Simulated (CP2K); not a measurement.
Consider 3-borylpyrrole at its PBE geometry (Å).

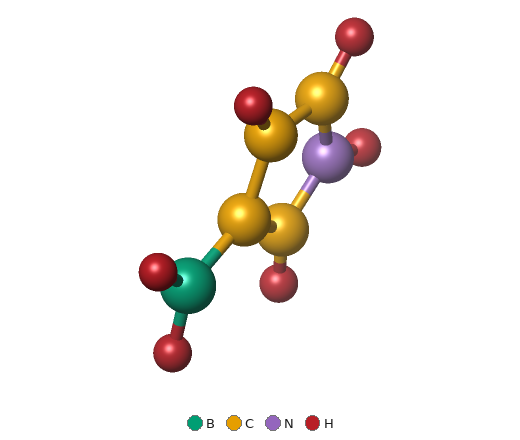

The molecule (boron teal, carbon orange, nitrogen purple, hydrogen red).

```xyz
12

B     2.1267    0.1815    0.1638
C     0.6273    0.0247    0.0452
C    -0.1561   -1.1673   -0.1876
C    -1.4840   -0.8182   -0.2200
N    -1.5564    0.5564   -0.0160
C    -0.3060    1.0705    0.1456
H     2.6010    1.2691    0.3566
H     2.8570   -0.7665    0.0665
H     0.2393   -2.1694   -0.3179
H    -2.3851   -1.4024   -0.3669
H    -2.4169    1.0921    0.0129
H    -0.1468    2.1295    0.3178
```

Method: CP2K XAS_TDP, all-electron GAPW, PBEh(45%), aug-cc-pVDZ, TDA, no relativity.

Predict the bright core excitations at the C K edge.

Leading lines: C2 282.70 eV, C3 281.51 eV, C4 282.70 eV and C6 281.71 eV. The leading line of an atom is its first one with 35 % of the strongest within 2.5 eV of its lowest line over the strength cut. 

The first six lines of each atom with a strength over 0.0015:

```csv
atom,energy (eV),states,"strength, one atom"
C2 (bonded to B and 2 C),280.96,1,0.0082
,282.70,1,0.0391
,283.76,1,0.0076
,285.09,1,0.0020
,285.22,1,0.0047
,285.69,1,0.0031
C3 (bonded to 2 C and H),281.51,1,0.0455
,283.23,1,0.0045
,284.09,1,0.0048
,284.55,1,0.0052
,285.38,1,0.0033
,285.95,1,0.0043
"C4 (bonded to C, N and H)",282.70,1,0.0523
,284.56,1,0.0103
,285.48,1,0.0035
,286.13,1,0.0030
,286.42,1,0.0018
,286.52,1,0.0023
"C6 (bonded to C, N and H)",281.71,1,0.0527
,284.93,1,0.0094
,285.39,1,0.0018
,285.89,1,0.0051
,286.73,1,0.0018
,287.20,1,0.0063
```

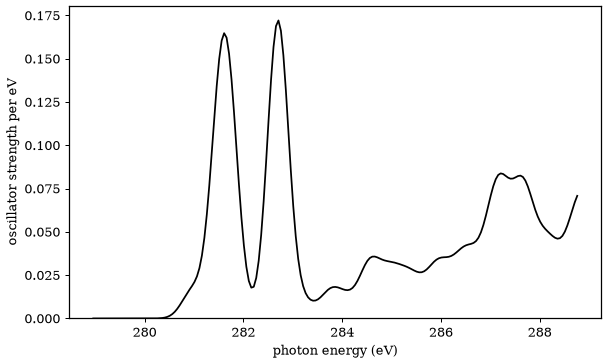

All atoms added, broadened by 0.5 eV.

Lines are vertical, at one geometry, with no vibrational structure. Without a correction of the core level, line positions, and the gaps between valence and Rydberg lines, follow the share of exact exchange. At this level such K lines come out 3 to 6 eV under measured ones. These values hold no scalar relativity, about 0.1 eV for C 1s. Rydberg lines, and the discretised continuum above threshold, depend on the basis and the box.

[Banner, clock and machine lines of the logs are left out without a mark of their own.]

[Logs are printed without paths, hosts, clocks, repeated set-up lines and the standing remarks that a program may print on its own settings, such as how far it seeks lower states.]

[Hosts, paths, dates, database ids (printed as entryN), source tags and the programs' standing remarks are cut or masked in the printed files.]
